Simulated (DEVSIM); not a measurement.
System: abrupt Si p-n junction, at 300 K.

```
layer (left to right)  material  thickness (μm)  Nd (cm⁻³)  Na (cm⁻³)   τn (s)   τp (s)
---------------------  --------  --------------  ---------  ---------  -------  -------
1                            Si            3.50          -     4.7e17  0.00045  0.00045
2                            Si            54.0     5.9e14          -  0.00045  0.00045
```

Left contact: ohmic. Right contact: ohmic. Voltage is applied to the left contact. Recombination: SRH at mid-gap, Auger. Mobility is μmin + (μ − μmin)/(1 + (N/Nref)^α).

This is a model device: material constants are rounded textbook-type values typed into the input, and sizes, dopings and lifetimes were drawn at random. Values at 300 K.

| parameter | Si |
|---|---|
| gap (eV) | 1.124 |
| affinity (eV) | 4.05 |
| permittivity | 11.7 |
| Nc (cm⁻³) | 2.86e19 |
| Nv (cm⁻³) | 3.1e19 |
| μn (cm²/Vs) | 1417 |
| μp (cm²/Vs) | 470 |
| μn,min | 52 |
| μp,min | 45 |
| Nref,n | 9.7e16 |
| Nref,p | 2.2e17 |
| αn | 0.68 |
| αp | 0.72 |
| Cn (cm⁶/s) | 2.8e-31 |
| Cp (cm⁶/s) | 9.9e-32 |

Model (solved in DEVSIM): 1D drift-diffusion, Boltzmann statistics, complete ionisation; no tunnelling, impact ionisation, image-force lowering or self-heating.

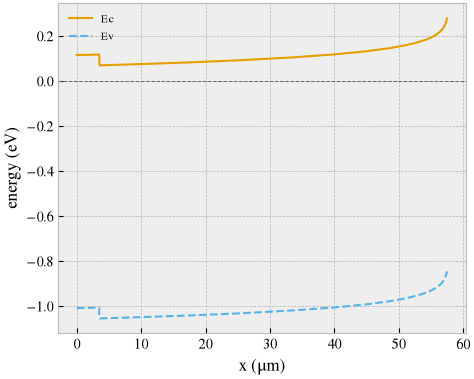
Band edges at 0.9 V on the left contact

Energies count from the Fermi level of the right contact; mesh points crowd at the junctions.

```tsv
x (μm)	Ec (eV)	Ev (eV)	n (cm⁻³)	p (cm⁻³)	field (V/cm)
0.000	0.116	-1.008	250	4.7e17	≈ 0
0.03963	0.116	-1.008	1.4e14	4.7e17	≈ 0
0.1506	0.116	-1.008	5.3e14	4.7e17	≈ 0
0.4354	0.116	-1.008	1.5e15	4.7e17	≈ 0
1.711	0.117	-1.007	5.9e15	4.8e17	≈ 0
2.821	0.118	-1.006	9.7e15	4.8e17	≈ 0
3.257	0.118	-1.006	1.1e16	4.8e17	≈ 0
3.454	0.118	-1.006	1.2e16	4.8e17	≈ 0
3.497	0.105	-1.019	2.0e16	2.9e17	-21000
3.533	0.071	-1.053	7.2e16	7.9e16	-1200
3.633	0.070	-1.054	7.6e16	7.5e16	≈ 0
4.054	0.070	-1.054	7.5e16	7.5e16	≈ 0
5.079	0.071	-1.053	7.4e16	7.3e16	≈ 0
7.743	0.074	-1.050	7.0e16	7.0e16	≈ 0
19.21	0.085	-1.039	5.5e16	5.4e16	11
40.27	0.119	-1.005	2.6e16	2.5e16	24
51.04	0.159	-0.965	1.1e16	1.0e16	60
55.09	0.195	-0.929	4.7e15	4.1e15	140
56.89	0.235	-0.889	1.8e15	1.3e15	410
57.29	0.257	-0.867	1.0e15	5.6e14	820
57.44	0.272	-0.852	7.0e14	2.0e14	1100
57.50	0.279	-0.845	5.9e14	200000	1200
```
